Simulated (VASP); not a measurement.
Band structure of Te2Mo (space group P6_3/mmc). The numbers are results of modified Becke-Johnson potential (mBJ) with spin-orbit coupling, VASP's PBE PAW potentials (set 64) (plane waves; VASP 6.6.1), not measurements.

mBJ is a potential without an energy functional, so only the levels count. Without a dispersion term in the relaxation, distances and binding between the weakly bound layers, chains or molecules are unreliable, and so is what depends on them.

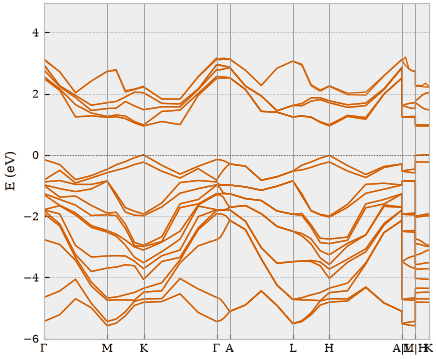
Figure: Bands along high-symmetry lines, zero at the valence-band maximum or, without a gap, the Fermi level

Read the plot: is there a gap, and where are the band edges?

The gap is direct, 0.94 eV, from the valence maximum at K to the conduction minimum at K.

The structure comes from a computed database's Te2Mo entry (P6_3/mmc); how it stands against other phases isn't given here. It was relaxed first. The k-mesh is coarse (spacing up to 0.43 per Å, 2π included), so the numbers may not be converged in it. The cell's shape comes from a PBE relaxation.
